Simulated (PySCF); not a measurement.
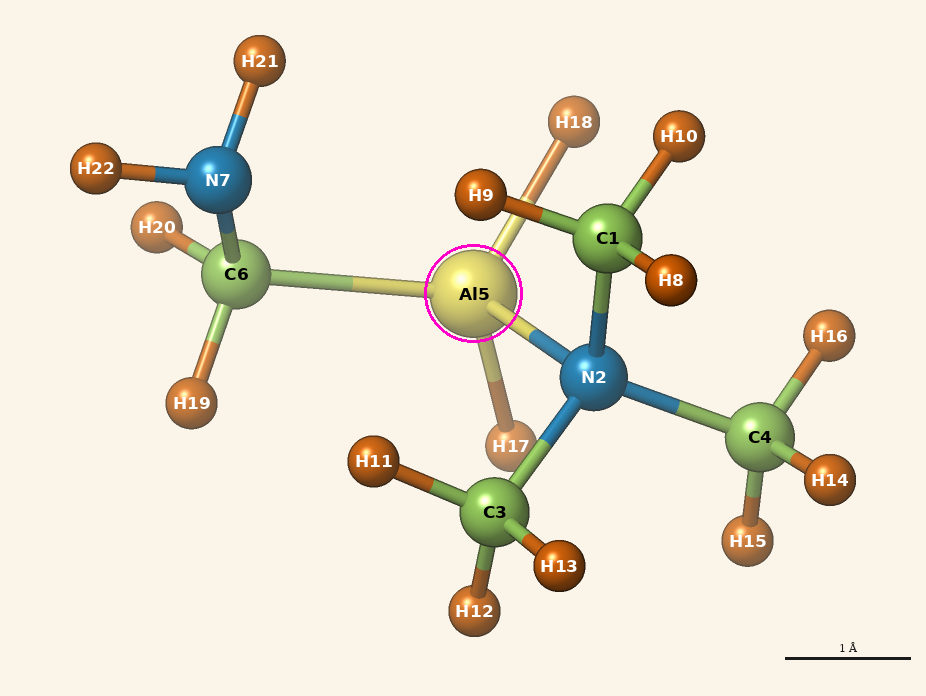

Orthographic view. Distant atoms are faded towards the background colour. The computed structure is the end point of a PBE0-D3(BJ)/def2-SVP optimisation. No frequency run is at hand to confirm it as a minimum.

### Which atoms are bonded to the circled atom?

The circled atom is Al5; it is bonded to N2, C6, H17, H18.

### Which atom is farthest from the viewer?

H17, 2.5 Å behind the mean position.

### What is the shortest path along bonds from the circled atom to H11?

Al5–N2–C3–H11, 3 bonds; through space the two are 3.05 Å apart.

### Of C4 and H14, which is nearer the viewer?

H14; the bond to C4 points away from the viewer, so it looks shorter than its 1.10 Å.
